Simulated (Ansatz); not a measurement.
**C2H7BOSi: molecular dynamics**

Purpose: to follow the molecule's vibrations and see whether its bonds hold. The start is relaxed first. Runs: 300 steps of 0.5 fs at constant energy, with velocities drawn for 400 K. SMILES of the start: BC=C(O)[SiH3].

Method: RKS LDA/STO-3G, in Ansatz 0.2.0.

## 1. The structure to begin with

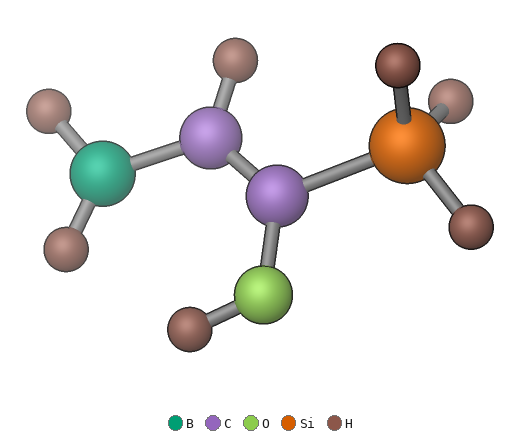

Start, viewed from a chosen angle; boron teal, carbon purple, oxygen green, silicon orange, hydrogen brown.

As a file:

```xyz
12

B    -2.2000   -0.1506    0.1848
C    -0.8040    0.4098   -0.1436
C     0.3016   -0.2653    0.0717
O     0.4398   -1.5325    0.6491
Si    1.9541    0.5025   -0.3645
H    -2.4638   -1.1484    0.6447
H    -3.1447    0.5907   -0.0707
H    -0.7068    1.4192   -0.5872
H    -0.4549   -2.0399    0.9730
H     2.2179    1.6308    0.5923
H     3.0153   -0.4875   -0.2028
H     1.9225    1.0159   -1.7127
```

## 2. Relaxing the start

input.yaml

```yaml
crystal:
  periodic: [false, false, false]
  atoms:
    - { symbol: B, position_ang: [-2.2, -0.1506, 0.1848] }
    - { symbol: C, position_ang: [-0.804, 0.4098, -0.1436] }
    - { symbol: C, position_ang: [0.3016, -0.2653, 0.0717] }
    - { symbol: O, position_ang: [0.4398, -1.5325, 0.6491] }
    - { symbol: Si, position_ang: [1.9541, 0.5025, -0.3645] }
    - { symbol: H, position_ang: [-2.4638, -1.1484, 0.6447] }
    - { symbol: H, position_ang: [-3.1447, 0.5907, -0.0707] }
    - { symbol: H, position_ang: [-0.7068, 1.4192, -0.5872] }
    - { symbol: H, position_ang: [-0.4549, -2.0399, 0.973] }
    - { symbol: H, position_ang: [2.2179, 1.6308, 0.5923] }
    - { symbol: H, position_ang: [3.0153, -0.4875, -0.2028] }
    - { symbol: H, position_ang: [1.9225, 1.0159, -1.7127] }
basis:
  gaussian: { orbitals: STO-3G }
hamiltonian:
  xc: lda
relax:
  f_tol: 0.02
  max_steps: 40
```

Run with:

```bash
$ ansatz run input.yaml --threads 1 --pin off --max-ram 2048MiB --backend cpu --events-out ev --progress --plain --runs-dir out
```

The runs that follow: Dynamics.

**Question.** What will these runs give? Wanted: relaxation of the start; temperature, first and last step; temperature, second half; potential energy, second half; largest change of the total energy; bonds formed or broken.

The runs gave:

| quantity | value |
| --- | --- |
| relaxation of the start | 7 moves, 0.811 eV lower |
| length | 300 steps of 0.5 fs |
| temperature, first and last step | 400 and 230 K |
| temperature, second half | mean 211 K, from 126 to 330 K |
| potential energy, second half | +20 meV/atom from the start |
| largest change of the total energy | 0.11 meV/atom |
| bonds formed or broken | 0 |

The temperature starts at 400 K and averages 211 K in the second half, where it ranges from 126 to 330 K. About half is expected from a start at a minimum: kinetic energy passes into potential energy until both shares match. The total energy strays from its start by at most 0.11 meV/atom, 0.5 % of the mean kinetic energy, which is good for a step of 0.5 fs. The bonds all hold. A run of 150 fs with 12 atoms shows the motion but fixes no equilibrium value. The nuclei move classically, without zero-point motion, which matters most for hydrogen. In so small a basis the energies are only a sketch.
